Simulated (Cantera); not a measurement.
Charge: 1 mol Ti(OiPr)4, 9.7 mol CH4, 120 mol H2, equilibrated at 0.105 Torr.

These are equilibrium values from Cantera (NASA tables, ideal gas, pure condensed phases), not measurements of a reactor. Candidate condensed phases: C, C6H6, C7H8, C8H18, H2O, Ti, TiC, TiO, TiO2, Ti2O3, Ti3O5, Ti4O7; 113 gas species. The feed counts by its element totals alone. TiC: taken at fixed stoichiometry. Rates play no part.

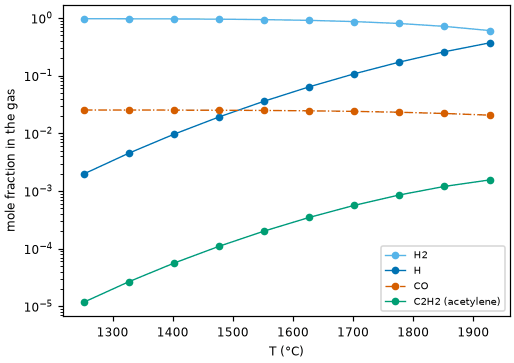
*Equilibrium gas composition (values under 1e-9 drawn at 1e-9)*

Question: Read off the mole fractions at 1552 °C.

Answer: H2 about 0.94, H about 0.036, CO about 0.025, C2H2 (acetylene) about 0.00020.
